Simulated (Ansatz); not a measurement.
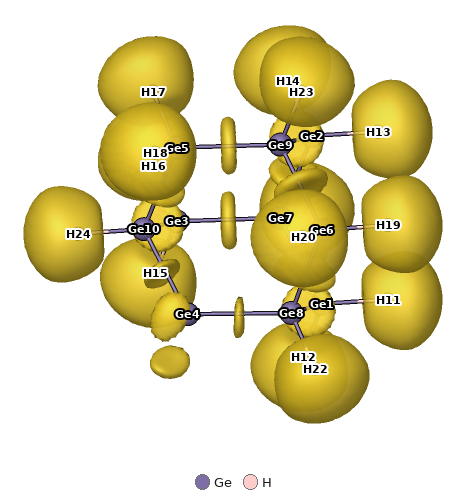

Ge10H14 (triplet). Isosurface of the electron localisation function at 0.75 (yellow), seen at an oblique angle. Core shells and regions of very low density are left out.

Geometry: PBE-D4/def2-SVP.

All numbers below come from UKS PBE0-D4/def2-TZVP in Ansatz.

| atom | x (Å) | y (Å) | z (Å) |
| --- | --- | --- | --- |
| Ge | 0.0065 | -2.8584 | 0.3151 |
| Ge | -0.0012 | -0.0050 | -2.4696 |
| Ge | -2.8589 | 0.0035 | 0.3105 |
| Ge | 0.0008 | 0.0062 | 3.0462 |
| Ge | -0.0059 | 2.8595 | 0.3040 |
| Ge | 2.8589 | -0.0022 | 0.3088 |
| Ge | -1.4183 | -1.4217 | -1.0633 |
| Ge | 1.4562 | -1.4507 | 1.7137 |
| Ge | 1.4173 | 1.4171 | -1.0700 |
| Ge | -1.4553 | 1.4576 | 1.7087 |
| H | 0.8752 | -3.7611 | -0.6155 |
| H | -0.8617 | -3.7834 | 1.2160 |
| H | 0.8889 | -0.8962 | -3.3851 |
| H | -0.8918 | 0.8826 | -3.3879 |
| H | -3.7837 | -0.8645 | 1.2119 |
| H | -3.7618 | 0.8691 | -0.6226 |
| H | -0.8743 | 3.7602 | -0.6287 |
| H | 0.8638 | 3.7863 | 1.2016 |
| H | 3.7620 | -0.8713 | -0.6209 |
| H | 3.7834 | 0.8700 | 1.2063 |
| H | -2.3127 | -2.3187 | -1.9764 |
| H | 2.3415 | -2.3328 | 2.6463 |
| H | 2.3111 | 2.3103 | -1.9873 |
| H | -2.3400 | 2.3436 | 2.6382 |

Describe the localisation domains.

Answer. The surface consists of twelve regions between bonded Ge–Ge atoms (shared pairs), 14 regions around hydrogen nuclei and two lobes on Ge, pointing away from the bonds (non-bonding electrons).

Values along the shortest contacts:
Ge–Ge (2.45 Å): the ELF peaks at about 0.85 between the atoms: a covalent bond. Ge–H (1.56 Å): the ELF climbs to about 1 towards the hydrogen.
